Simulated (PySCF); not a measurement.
# C₃H₄Al₂Cl₃F: what the fields show

The calculation's input:

```
{"job": {"kind": "nmr", "xc": "PBE0", "basis": "pcSseg-1"}, "charge": 0, "multiplicity": 1}
C      3.319934    -0.155248     0.005193
C      1.963239    -0.036419    -0.480047
C      0.821120     0.061598    -0.884584
Al    -0.967690     0.253053    -1.586338
Cl    -2.038818     1.650063    -0.274642
Al    -3.139085    -0.043191     0.610459
F     -4.690822     0.120147     0.070458
Cl    -2.614131    -0.397140     2.528105
Cl    -2.169437    -1.416920    -0.815650
H      3.863101     0.772662    -0.175428
H      3.829959    -0.969719    -0.509485
H      3.316902    -0.360652     1.075533
H     -1.498660     0.522253    -3.002273
```

Launched as:

```sh
OMP_NUM_THREADS=1 python probes_run.py task.json out
```

Geometry: GFN2-xTB.

These are results of PySCF, PBE0/pcSseg-1, SCF density, gas phase, non-relativistic, not measurements.

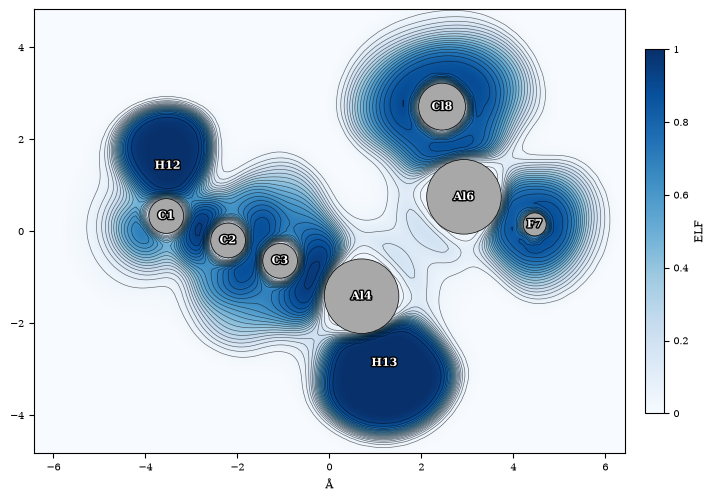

Figure 1. Electron localisation function on the plane of atoms C2, C1 and H12. Grey discs cover the atomic cores.

Question: Describe what can be read from this map.

Answer: Atoms in the plane: C, Al, F, Cl and H.
C–C (1.22 Å): the ELF peaks at about 0.90 between the atoms: a short, multiple covalent bond.
Al–F (1.65 Å): the ELF peaks at about 0.85 in the valence shell of F, 0.5 Å from its nucleus, and is about 0.30 at the midpoint.
C–Al (1.93 Å): the ELF peaks at about 0.95 between the atoms: a polar covalent bond.
Al–Cl (2.02 Å): the ELF peaks at about 0.85 in the valence shell of Cl, 0.9 Å from its nucleus, and is about 0.80 at the midpoint.
C–H (1.09 Å): the ELF climbs to about 1 towards the hydrogen, as it does in any bond to H (a covalent bond by its length).
The ELF also peaks beside F7 and Cl8, away from the bonds: lone-pair regions.

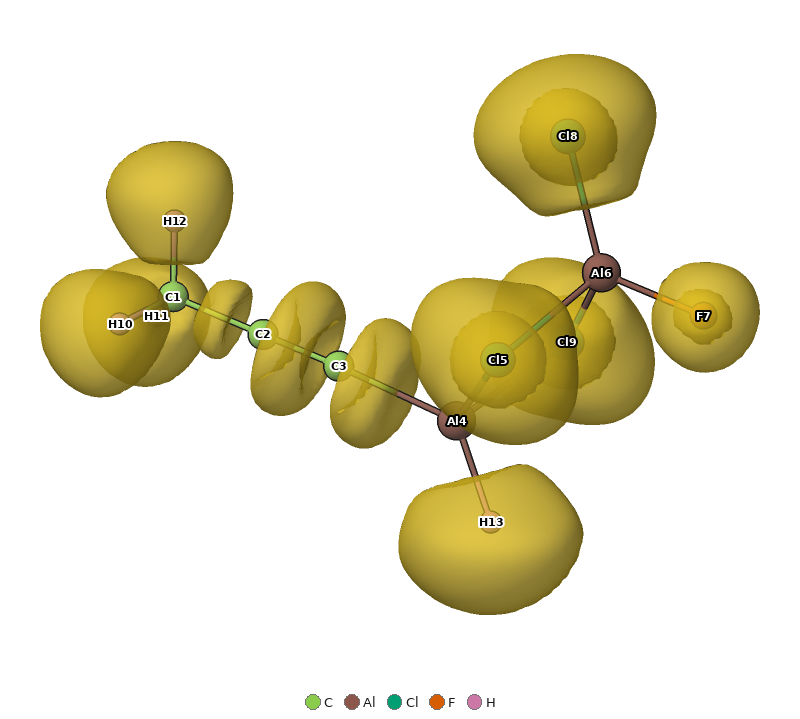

Figure 2. Isosurface of the electron localisation function at 0.75 (yellow), seen at a tilt. Only the valence region is drawn (cores and ρ < 0.01 e/Å³ removed).

Question: Where are the electrons localised?

Answer: The surface consists of two regions between bonded C–C atoms (shared pairs), four regions around hydrogen nuclei, one lobe of the valence shell of C pointing towards Al (polar bonds), three regions on Cl in which the atom's valence shell and bonds are merged and one region wrapped around F (its valence shell).

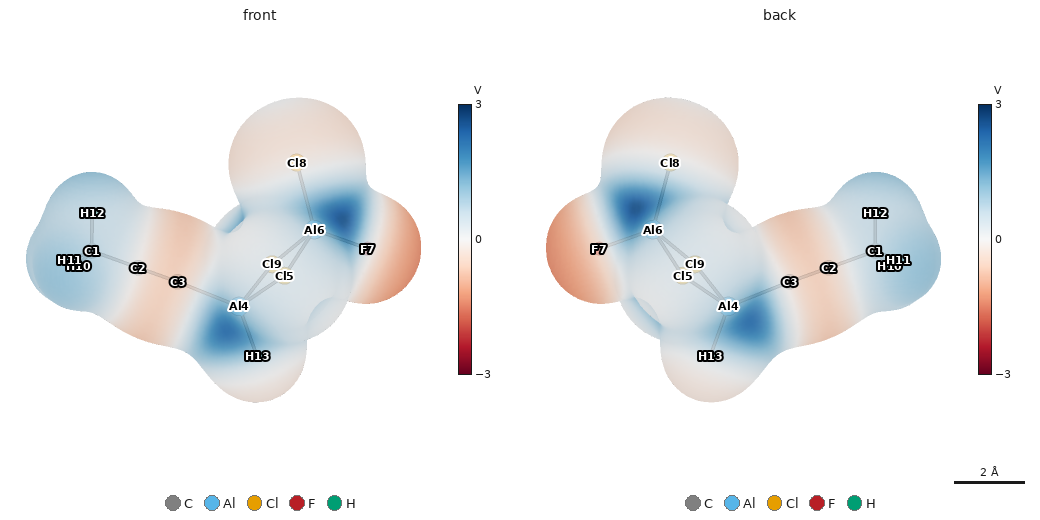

Figure 3. The electrostatic potential painted on the density surface at 0.002 e/bohr³, seen from the front and from behind; red is negative and blue positive.

Question: Which sites attract a positive test charge, and which a negative one?

Answer: A positive charge is drawn to the negative regions and a negative charge to the positive ones. The most negative region (about −1.3 V) lies over F7, the most positive (about +2.4 V) over Al6.

Question: What dipole moment does the calculation give?

Answer: Its dipole moment is 3.28 D.
